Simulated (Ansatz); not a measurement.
```
CELL_PARAMETERS angstrom
6.34391 0.00000 0.00000
0.00000 6.34391 0.00000
0.00000 0.00000 6.34391
ATOMIC_POSITIONS crystal
Na 0.00000 0.00000 0.00000
Sr 0.50000 0.50000 0.50000
I 0.50000 0.50000 0.00000
I 0.50000 0.00000 0.50000
I 0.00000 0.50000 0.50000
```

Space group Pm-3m; started from the cubic perovskite prototype, which need not be the ambient phase.

Computed with DFT, r2SCAN+rVV10, plane waves, PAW (Ansatz 0.2.0).

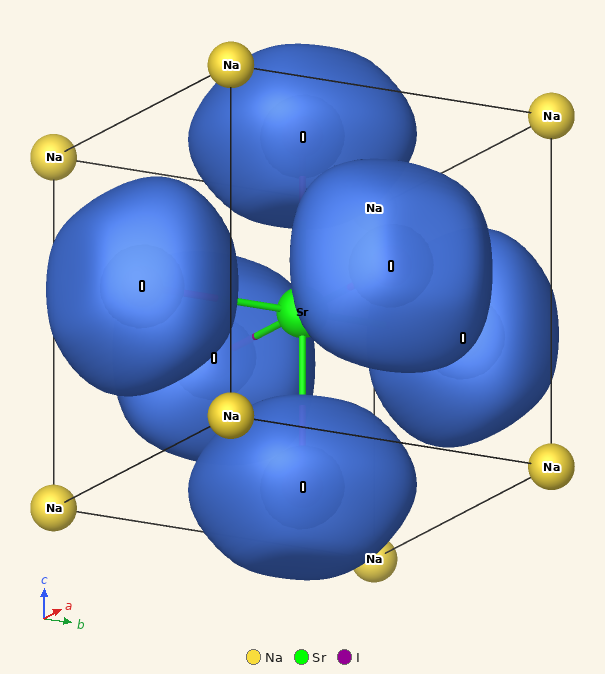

NaSrI₃. Isosurface of the electron localisation function at 0.55 (blue), seen at an oblique angle. Core shells and regions of very low density are left out. Sticks mark near contacts.

In a PAW calculation such maps are meaningful between the atoms, not at the nuclei.

Question: What do the ELF domains correspond to?

Answer: The surface consists of three regions wrapped around I (the valence shell of each), counted in one cell of 5 atoms. Regions shared between cells count once. Along the contacts the grid gives the following. Sr–I (3.17 Å): the ELF peaks at about 0.80 in the valence shell of I, 1.3 Å from its nucleus, and drops to about 0.10 between the two atoms; an ionic contact with no shared pair. Na–I (4.49 Å): the ELF peaks at about 0.80 in the valence shell of I, 1.4 Å from its nucleus, and drops to about 0 between the two atoms; no shared electron pair shows on this line.
